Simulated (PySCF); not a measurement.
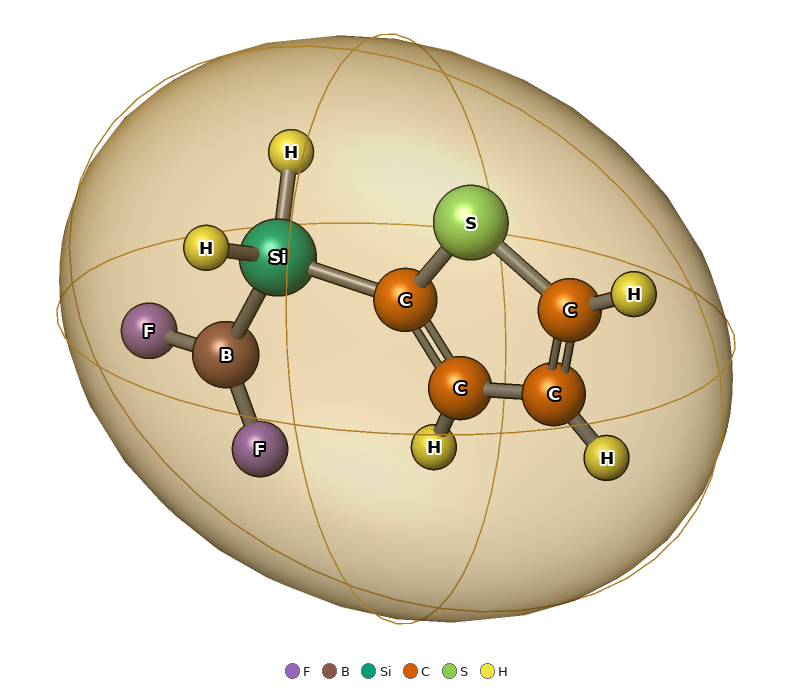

The ellipsoid shows the static dipole polarisability: its half-axes are proportional to the principal values. The computed structure is the end point of a GFN2-xTB optimisation. No frequency run is at hand to confirm it as a minimum. Level of theory: CAM-B3LYP/def2-SVPD (PySCF 2.14.0).

Question: Give the principal values, the mean and the anisotropy.

Answer: Principal values 70.4, 107.0, 126.6 bohr³; mean 101.3 bohr³ (15.01 Å³); anisotropy 49.4 bohr³, so the longest axis is 1.80 times the shortest.

The geometry is semi-empirical. Around B, Si such bond lengths and angles can be off by a tenth of an ångström or more and by several degrees, and values that hang on the shape move with them.
